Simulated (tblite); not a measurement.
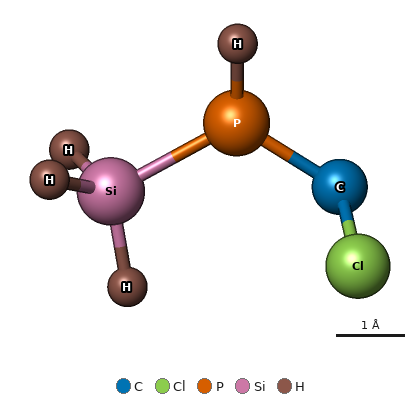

The input geometry (ball-and-stick view, seen at a tilt). Bond lengths as drawn: C–Cl 1.78 Å, C–P 1.82 Å, H–P 1.41 Å, H–Si 1.47 to 1.48 Å and P–Si 2.15 Å.

# Geometry relaxation of CH4ClPSi

System: CH4ClPSi, multiplicity 3, SMILES [SiH3]P[C]Cl.
Method: GFN2-xTB geometry optimisation, gas phase (tblite 0.8.0).

### What the program printed
```
step      E/eV     max force
  0    -348.24176    3.100
  1    -348.46229    1.691
  2    -348.55436    1.326
  3    -348.58445    0.938
  4    -348.66061    1.283
  5    -348.72624    1.706
  6    -348.82195    1.700
  7    -348.86135    0.982
  8    -348.88510    0.491
  9    -348.89398    0.464
 10    -348.91677    0.385
 11    -348.93061    0.375
 12    -348.95812    0.293
 13    -348.96095    0.195
 14    -348.96492    0.176
 15    -348.96800    0.245
 16    -348.97433    0.313
 17    -348.98036    0.322
 18    -348.98501    0.235
 19    -348.98790    0.150
 20    -348.98985    0.181
 21    -348.99138    0.184
 22    -348.99345    0.150
 23    -348.99562    0.132
 24    -348.99738    0.136
 25    -348.99868    0.116
 26    -348.99967    0.109
 27    -349.00044    0.085
 28    -349.00094    0.059
 29    -349.00124    0.062
 30    -349.00153    0.056
 31    -349.00195    0.060
 32    -349.00250    0.061
 33    -349.00300    0.069
 34    -349.00332    0.056
 35    -349.00350    0.032
 36    -349.00366    0.045
 37    -349.00389    0.060
 38    -349.00427    0.073
 39    -349.00482    0.075
 40    -349.00537    0.056
 41    -349.00567    0.040
 42    -349.00579    0.033
 43    -349.00587    0.033
 44    -349.00602    0.032
 45    -349.00629    0.045
 46    -349.00659    0.043
 47    -349.00675    0.029
 48    -349.00680    0.020
 49    -349.00684    0.021
 50    -349.00691    0.029
 51    -349.00708    0.050
 52    -349.00744    0.086
 53    -349.00806    0.126
 54    -349.00895    0.144
 55    -349.01039    0.124
 56    -349.01325    0.190
 57    -349.00623    0.770
 58    -349.01950    0.296
 59    -349.02791    0.292
 60    -348.99951    1.111
 61    -349.01918    0.361
 62    -349.00789    0.510
 63    -349.04535    0.406
 64    -348.95374    1.218
 65    -349.01403    0.500
 66    -348.98836    0.592
 67    -349.02321    0.500
 68    -349.05984    0.741
 69    -349.05643    1.512
 70    -349.11701    0.751
 71    -349.13522    0.683
 72    -349.16490    0.809
 73    -349.19522    0.734
 74    -349.22586    0.838
 75    -349.25409    0.240
 76    -349.26302    0.650
 77    -349.27595    0.397
 78    -349.28920    0.169
 79    -349.29527    0.205
 80    -349.29965    0.241
 81    -349.30204    0.140
 82    -349.30492    0.157
 83    -349.31084    0.166
 84    -349.31763    0.148
 85    -349.32061    0.070
 86    -349.32111    0.037
 87    -349.32129    0.016
 88    -349.32132    0.013
 89    -349.32133    0.020
 90    -349.32135    0.016
 91    -349.32140    0.022
 92    -349.32146    0.037
 93    -349.32160    0.050
 94    -349.32177    0.045
 95    -349.32195    0.050
 96    -349.32212    0.045
 97    -349.32233    0.057
 98    -349.32270    0.092
 99    -349.32338    0.121
100    -349.32416    0.110
101    -349.32493    0.076
102    -349.32549    0.059
103    -349.32565    0.040
104    -349.32588    0.064
105    -349.32620    0.072
106    -349.32657    0.072
107    -349.32685    0.047
108    -349.32708    0.041
109    -349.32729    0.048
110    -349.32755    0.050
111    -349.32800    0.065
112    -349.32866    0.074
113    -349.32914    0.061
114    -349.32945    0.030
115    -349.32954    0.019
116    -349.32958    0.022
117    -349.32962    0.016
118    -349.32966    0.014
119    -349.32969    0.007
```

### Trajectory as extended XYZ (Å, eV, eV/Å), 13 of the 25 frames kept, from step=0 to step=119
```
8
Properties=species:S:1:pos:R:3:forces:R:3 step=0 energy=-348.24176
C     2.0596   -0.2385   -0.7922   -1.3820   0.4470   1.9840
Cl    2.6168   -1.4152    0.4252   -0.2040   0.7510  -1.0280
P     0.6841    0.7870   -0.1963    2.9090  -0.5360  -0.9280
Si   -1.2493   -0.1415   -0.0062   -1.6090  -0.3950  -0.0180
H     0.9599    1.9669    0.5298   -0.1490  -0.3380  -0.1540
H    -1.8122    0.0865    1.3343    0.1410  -0.0020  -0.0650
H    -1.1483   -1.5744   -0.3091    0.1520   0.1490   0.0610
H    -2.1340    0.4967   -1.0068    0.1410  -0.0770   0.1480
8
Properties=species:S:1:pos:R:3:forces:R:3 step=10 energy=-348.91677
C     1.9926   -0.1797   -0.4148    0.2000   0.1340  -0.2370
Cl    2.7176   -1.4671    0.2904   -0.0770  -0.1540   0.1720
P     0.6960    0.8827   -0.5361   -0.0350   0.1600   0.1830
Si   -1.3034   -0.1135    0.0000    0.2780   0.1050  -0.0250
H     0.9281    1.7839    0.5534   -0.2440  -0.2680  -0.1300
H    -1.7922    0.0849    1.3655    0.0440   0.0090  -0.0210
H    -1.1075   -1.5364   -0.2766   -0.0230   0.0110   0.0380
H    -2.1547    0.5129   -1.0032   -0.1430   0.0030   0.0200
8
Properties=species:S:1:pos:R:3:forces:R:3 step=20 energy=-348.98985
C     2.0554   -0.1290   -0.4863   -0.0700  -0.0600  -0.0250
Cl    2.5721   -1.4374    0.3725    0.0120  -0.0550   0.0390
P     0.7145    0.9067   -0.5891    0.0540   0.1730   0.0080
Si   -1.2484   -0.1130   -0.0508   -0.0120  -0.0110   0.0260
H     0.8253    1.6362    0.6118   -0.0300   0.0300  -0.0080
H    -1.6559    0.1331    1.3351    0.0630   0.0010   0.0150
H    -1.0827   -1.5505   -0.2556   -0.0380   0.0020  -0.0440
H    -2.2035    0.5214   -0.9589    0.0210  -0.0800  -0.0110
8
Properties=species:S:1:pos:R:3:forces:R:3 step=30 energy=-349.00153
C     2.0119   -0.1475   -0.5017    0.0080   0.0170   0.0030
Cl    2.5157   -1.4334    0.4021   -0.0380  -0.0040   0.0070
P     0.7155    0.9510   -0.5892    0.0460   0.0310  -0.0020
Si   -1.2229   -0.1146   -0.0625   -0.0410  -0.0090   0.0040
H     0.8152    1.6400    0.6396    0.0290  -0.0070  -0.0270
H    -1.5650    0.1472    1.3357   -0.0100  -0.0160   0.0320
H    -1.0872   -1.5525   -0.2814    0.0280  -0.0070  -0.0070
H    -2.2065    0.4773   -0.9639   -0.0230  -0.0050  -0.0100
8
Properties=species:S:1:pos:R:3:forces:R:3 step=40 energy=-349.00537
C     1.9945   -0.1482   -0.5049    0.0030  -0.0070   0.0120
Cl    2.4314   -1.4428    0.4239   -0.0160   0.0040  -0.0110
P     0.7189    0.9791   -0.5981    0.0180   0.0040   0.0110
Si   -1.2096   -0.1124   -0.0637   -0.0510  -0.0100   0.0210
H     0.8557    1.6643    0.6297   -0.0330  -0.0150  -0.0310
H    -1.5548    0.1207    1.3421    0.0200  -0.0120  -0.0240
H    -1.0343   -1.5467   -0.2991    0.0160   0.0470   0.0030
H    -2.2253    0.4536   -0.9512    0.0440  -0.0100   0.0190
8
Properties=species:S:1:pos:R:3:forces:R:3 step=50 energy=-349.00691
C     1.9845   -0.1500   -0.4959    0.0180  -0.0040   0.0220
Cl    2.3871   -1.4599    0.4274   -0.0150   0.0110  -0.0170
P     0.7167    0.9852   -0.6076    0.0110  -0.0010   0.0060
Si   -1.2029   -0.1108   -0.0580   -0.0010   0.0080  -0.0050
H     0.8438    1.6800    0.6141   -0.0080   0.0060  -0.0120
H    -1.5415    0.1050    1.3505    0.0080  -0.0040  -0.0050
H    -0.9930   -1.5351   -0.3083   -0.0130  -0.0120   0.0010
H    -2.2181    0.4533   -0.9435    0.0000  -0.0030   0.0100
8
Properties=species:S:1:pos:R:3:forces:R:3 step=60 energy=-348.99951
C     2.0278   -0.0502   -0.1125   -0.1340  -0.7320   0.4100
Cl    2.1706   -1.7046    0.2476   -0.0750   1.0630  -0.3160
P     0.7377    0.9519   -0.6484    0.2060   0.2030   0.2020
Si   -1.1490   -0.1350   -0.0275    0.0400  -0.0800   0.0890
H     0.7216    2.0079    0.3419    0.0910  -0.5530  -0.3440
H    -1.4575   -0.0663    1.4019   -0.0160   0.0740  -0.0090
H    -0.9141   -1.5424   -0.3612   -0.0620   0.0610  -0.0710
H    -2.1603    0.5064   -0.8632   -0.0510  -0.0360   0.0390
8
Properties=species:S:1:pos:R:3:forces:R:3 step=70 energy=-349.11701
C     2.0300   -0.0134    0.0651   -0.2920  -0.5590   0.1730
Cl    2.2622   -1.6761    0.1320    0.0190   0.7320  -0.1680
P     0.7538    0.9010   -0.6579    0.3060   0.0080   0.1640
Si   -1.1632   -0.1246   -0.0203   -0.0600  -0.1140   0.0720
H     0.7296    1.9611    0.2717    0.0650  -0.1800  -0.2140
H    -1.4887   -0.0638    1.4063   -0.0080   0.1000  -0.0200
H    -0.9851   -1.5420   -0.3487   -0.0190   0.0510  -0.0810
H    -2.1619    0.5253   -0.8694   -0.0120  -0.0370   0.0730
8
Properties=species:S:1:pos:R:3:forces:R:3 step=80 energy=-349.29965
C     1.9500   -0.2039    0.3581   -0.2210   0.0820  -0.0500
Cl    2.9668   -1.4050   -0.1264    0.1230  -0.0830   0.0000
P     0.7810    0.6480   -0.5698    0.0940  -0.0820   0.0350
Si   -1.2887   -0.1120    0.0072    0.0440   0.0590  -0.1100
H     0.7517    1.8175    0.1829   -0.0170   0.0510   0.0360
H    -1.7116    0.1643    1.3771    0.0520  -0.0550   0.0640
H    -1.3173   -1.5325   -0.3230    0.0420  -0.0850   0.0910
H    -2.1553    0.5912   -0.9274   -0.1170   0.1140  -0.0670
8
Properties=species:S:1:pos:R:3:forces:R:3 step=90 energy=-349.32135
C     1.8289   -0.3270    0.3601   -0.0080   0.0080  -0.0020
Cl    3.0562   -1.3311   -0.0996    0.0110  -0.0070   0.0080
P     0.7852    0.6514   -0.5855   -0.0010   0.0010   0.0020
Si   -1.2944   -0.0881   -0.0451   -0.0030   0.0020   0.0020
H     0.7474    1.7897    0.2298    0.0010  -0.0010  -0.0100
H    -1.6312    0.1937    1.3510    0.0050  -0.0070  -0.0010
H    -1.3013   -1.5290   -0.2880   -0.0030  -0.0010  -0.0080
H    -2.2141    0.6079   -0.9440   -0.0030   0.0050   0.0080
8
Properties=species:S:1:pos:R:3:forces:R:3 step=100 energy=-349.32416
C     1.8446   -0.2534    0.3815   -0.0450   0.0020  -0.0020
Cl    3.0057   -1.3634    0.0056    0.0260  -0.0060  -0.0030
P     0.7811    0.6311   -0.6326    0.0210   0.0050   0.0070
Si   -1.2905   -0.0943   -0.0383    0.0180  -0.1030  -0.0350
H     0.7421    1.8197    0.1023   -0.0100   0.0150  -0.0110
H    -1.5457    0.0746    1.3922   -0.0050   0.0000   0.0000
H    -1.3097   -1.5169   -0.3972   -0.0270   0.0920   0.0230
H    -2.2508    0.6701   -0.8348    0.0220  -0.0050   0.0200
8
Properties=species:S:1:pos:R:3:forces:R:3 step=110 energy=-349.32755
C     1.8208   -0.2463    0.4043   -0.0070  -0.0010   0.0330
Cl    3.0492   -1.3135    0.1321    0.0120   0.0000  -0.0130
P     0.7836    0.5784   -0.6824   -0.0280   0.0230  -0.0170
Si   -1.2851   -0.1038   -0.0376   -0.0270  -0.0060  -0.0060
H     0.7328    1.8218   -0.0377    0.0020  -0.0090  -0.0070
H    -1.4506   -0.0278    1.4143    0.0070  -0.0150  -0.0050
H    -1.3986   -1.4824   -0.5097    0.0020  -0.0210   0.0200
H    -2.2754    0.7413   -0.7046    0.0400   0.0300  -0.0040
8
Properties=species:S:1:pos:R:3:forces:R:3 step=119 energy=-349.32969
C     1.8131   -0.2550    0.4164    0.0020  -0.0020   0.0030
Cl    3.1002   -1.2586    0.1677    0.0000  -0.0010  -0.0010
P     0.7763    0.5348   -0.6975    0.0000   0.0040   0.0000
Si   -1.2937   -0.1130   -0.0328    0.0000   0.0060   0.0010
H     0.7209    1.8029   -0.1007   -0.0030  -0.0050  -0.0030
H    -1.4336   -0.0696    1.4229   -0.0020  -0.0020  -0.0040
H    -1.4686   -1.4776   -0.5268    0.0020  -0.0020   0.0020
H    -2.2380    0.8038   -0.6705    0.0010   0.0010   0.0030
```

This output came from the following input.

### Input
```
{"job": {"kind": "relax", "xc": "GFN2-xTB", "basis": "xTB"}, "charge": 0, "multiplicity": 3}
C      2.059573    -0.238522    -0.792229
Cl     2.616800    -1.415184     0.425235
P      0.684120     0.787021    -0.196260
Si    -1.249287    -0.141469    -0.006170
H      0.959891     1.966930     0.529763
H     -1.812204     0.086453     1.334260
H     -1.148278    -1.574380    -0.309078
H     -2.133973     0.496705    -1.006804
```

The first line tells a small driver script what to run in tblite; the rest is the geometry in Å.

Launch command:
```bash
OMP_NUM_THREADS=1 python <driver script> task.json out
```

### Summary

| quantity | value |
| --- | --- |
| outcome | converged |
| total energy | −349.3297 eV |
| hardware | 1 CPU thread, shared host |
| wall time | 1.4 s |
| peak memory | 0.18 GiB |
